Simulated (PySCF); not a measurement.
# revPBE/cc-pVTZ run of GaCl (SMILES [Cl][Ga])

What is the vertical singlet–triplet gap of GaCl at revPBE/cc-pVTZ? 

The calculation is run with PySCF 2.14.0.

3 further runs of the same task are left out: 3 set aside as unsound or not needed.

## Step 1: The structure to begin with

GaCl: 2 atoms, total charge 0, spin state singlet. As SMILES, `[Cl][Ga]`. Geometry: a GFN2-xTB relaxation, a rough one for these elements and not checked as a minimum.

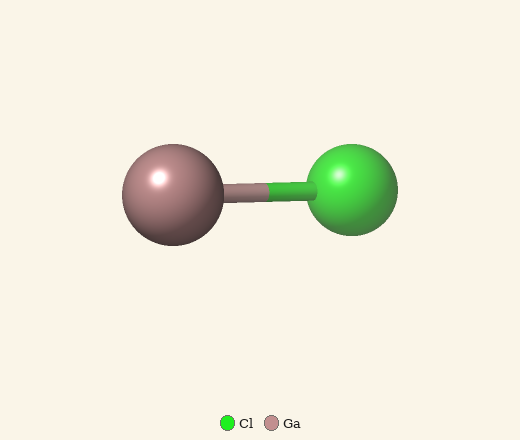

Viewed from a chosen angle; chlorine green, gallium pink.

## Step 2: A single-point energy at revPBE/cc-pVTZ

Contents of input.py:

```python
# ClGa
from pyscf import gto, dft

system = gto.M(
    atom=[
    ('Cl', (0.000000, 0.000000, 0.000000)),
    ('Ga', (0.000000, 0.000000, 2.168600)),
],
    spin=0,
    basis='cc-pvtz',
    charge=0,
    verbose=3,
    max_memory=1860,
)

mf = dft.RKS(system)
mf.xc = 'revpbe'
mf.conv_tol = 1e-10
mf.grids.level = 5
mf.kernel()
if not mf.converged:
    mf = mf.newton().run(mf.mo_coeff, mf.mo_occ)

etot = mf.e_tot
print('E = %.10f Eh' % etot)
```

Launch:

```
OMP_NUM_THREADS=1 python input.py
```

Log:

```text
converged SCF energy = -2384.95126335728
E = -2384.9512633573 Eh
```

Wall time 6 s (1 thread of Arm Neoverse V2, shared host); peak memory 0.36 GiB.

## Step 3: The triplet

Contents of geometry.xyz:

```xyz
2
ClGa
Cl     0.000000     0.000000     0.000000
Ga     0.000000     0.000000     2.168600
```

Contents of job.py:

```python
from pyscf import gto, dft

mol = gto.M(
    atom='geometry.xyz',
    spin=2,
    max_memory=1860,
    basis='cc-pvtz',
    charge=0,
    verbose=4,
)

calc0 = dft.UKS(mol, xc='revpbe')
calc0.grids.level = 5
calc0.conv_tol = 1e-10
calc0.kernel()
if not calc0.converged:
    calc0 = calc0.newton().run(calc0.mo_coeff, calc0.mo_occ)

etot = calc0.e_tot
print(f'total energy: {etot:.8f} hartree')
```

Launch:

```
OMP_NUM_THREADS=1 python job.py
```

Log:

```text
PySCF version 2.14.0

[INPUT] num. atoms = 2
[INPUT] num. electrons = 48
[INPUT] charge = 0
[INPUT] spin (= nelec alpha-beta = 2S) = 2
[INPUT] symmetry False subgroup None
[INPUT] Mole.unit = angstrom
[INPUT] Symbol           X                Y                Z      unit          X                Y                Z       unit  Magmom
[INPUT]  1 Cl     0.000000000000   0.000000000000   0.000000000000 AA    0.000000000000   0.000000000000   0.000000000000 Bohr   0.0
[INPUT]  2 Ga     0.000000000000   0.000000000000   2.168600000000 AA    0.000000000000   0.000000000000   4.098060073732 Bohr   0.0

nuclear repulsion = 128.597431594042
number of shells = 19
number of NR pGTOs = 170
number of NR cGTOs = 77
basis = cc-pvtz
ecp = {}

[... 34 lines left out ...]
[... the frontier-level lines of each cycle are left out ...]
[... 3 lines left out ...]
[... 5 lines left out ...]
[... 5 lines left out ...]
[... 5 lines left out ...]
[... 5 lines left out ...]
[... 5 lines left out ...]
[... 5 lines left out ...]
[... 5 lines left out ...]

cycle= 8 E= -2384.82416919412  delta_E= -5.14e-06  |g|= 0.000392  |ddm|= 0.00376


cycle= 9 E= -2384.82416932124  delta_E= -1.27e-07  |g|= 4.24e-05  |ddm|= 0.000493


cycle= 10 E= -2384.82416932258  delta_E= -1.34e-09  |g|= 2.25e-05  |ddm|= 9.87e-05


cycle= 11 E= -2384.82416932303  delta_E= -4.5e-10  |g|= 2.89e-06  |ddm|= 3.47e-05


cycle= 12 E= -2384.82416932304  delta_E= -5.46e-12  |g|= 3.35e-07  |ddm|= 4.79e-06


Extra cycle  E= -2384.82416932304  delta_E= -1.36e-12  |g|= 7.35e-07  |ddm|= 1.31e-06
converged SCF energy = -2384.82416932304  <S^2> = 2.0026471  2S+1 = 3.0017642
total energy: -2384.82416932 hartree
```

Wall time 11 s (1 thread of Arm Neoverse V2, shared host); peak memory 0.37 GiB.

## Step 4: Results

Level: revPBE/cc-pVTZ.

| quantity | value |
| --- | --- |
| singlet: total energy | -2384.95126 Eh |
| singlet: dipole moment | 1.84 D |
| singlet: HOMO energy | -6.37 eV |
| singlet: LUMO energy | -2.26 eV |
| singlet: HOMO–LUMO gap | 4.11 eV |
| triplet: total energy | -2384.82417 Eh |
| triplet: dipole moment | 1.31 D |
| triplet: HOMO energy (highest over α and β) | -3.24 eV |
| triplet: ⟨S²⟩ | 2.003 |
| vertical energy of the triplet above the singlet | 3.458 eV |

**Reading.** At this shape the triplet lies 3.46 eV (80 kcal/mol) above the singlet.
